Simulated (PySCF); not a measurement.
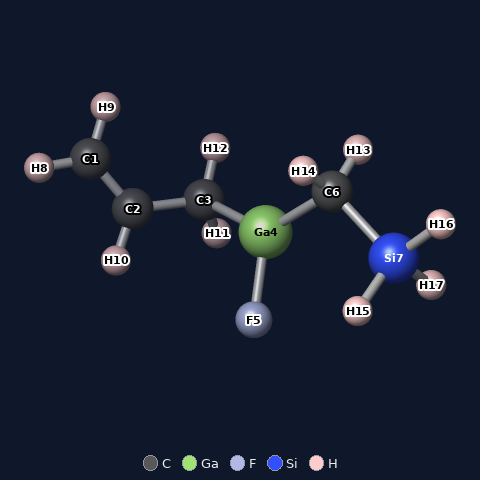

Structure of C₄H₁₀FGaSi, SMILES C=C[CH2][Ga]([F])[CH2][SiH3], singlet.

Kohn-Sham orbital energies near the frontier, CAM-B3LYP/def2-SVPD with PySCF 2.14.0, at a GFN2-xTB geometry (no frequency check), isolated molecule; empty levels in grey, levels within 0.03 eV side by side.

Where do the frontier orbitals lie?

Answer. HOMO at −8.12 eV, LUMO at −0.21 eV, 7.91 eV apart.

On which atoms do HOMO and LUMO mostly sit?

Answer. HOMO: C1 26 %, C2 20 %, C3 19 %. LUMO: Ga4 51 %, C6 10 %, C3 8 % (Löwdin shares).

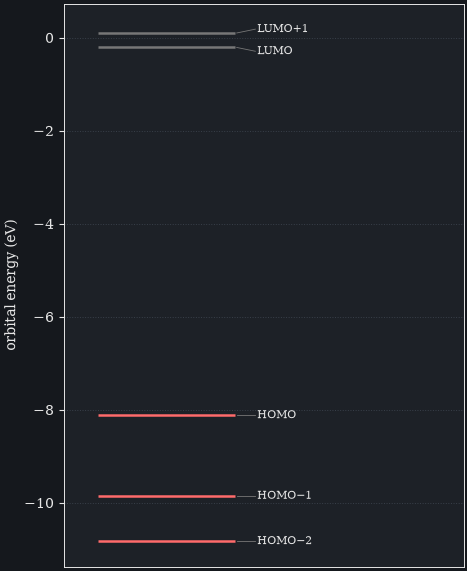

Known limits of this run: the tight-binding geometry is rougher than a DFT one and adds to the error; one conformer of a flexible molecule; empty levels above zero depend strongly on the basis.
